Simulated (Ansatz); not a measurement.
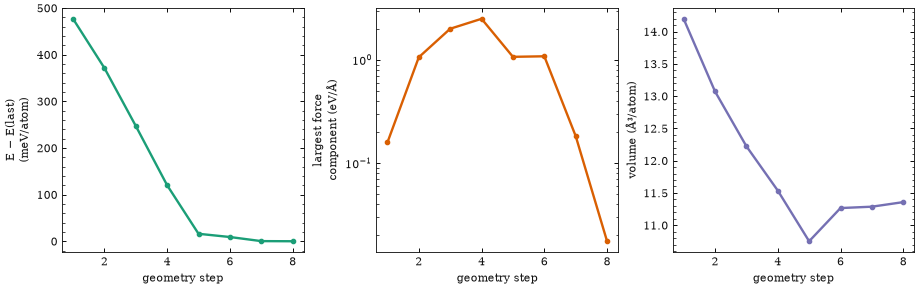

History of a geometry optimisation. BeGa2C2 (I4/mmm, 5 atoms in the cell); Ansatz, DFT PBE, scalar-relativistic, plane waves, PAW; cutoff 420 eV, 6×6×6 k-mesh, Gaussian smearing of 0.1 eV. Atoms and cell relax. A closing SCF on a freshly chosen basis isn't drawn.

The optimisation met its thresholds at geometry 8, counting the start as the first. The energy fell by about 480 meV/atom from the first step to the last. The largest force component goes from about 0.16 eV/Å at the start to 0.018 eV/Å at the end, with a peak of 2.5 eV/Å at step 4. The volume shrinks from 14.2 to 11.4 Å³ per atom (−20 %), overshooting to 10.8 at step 5.
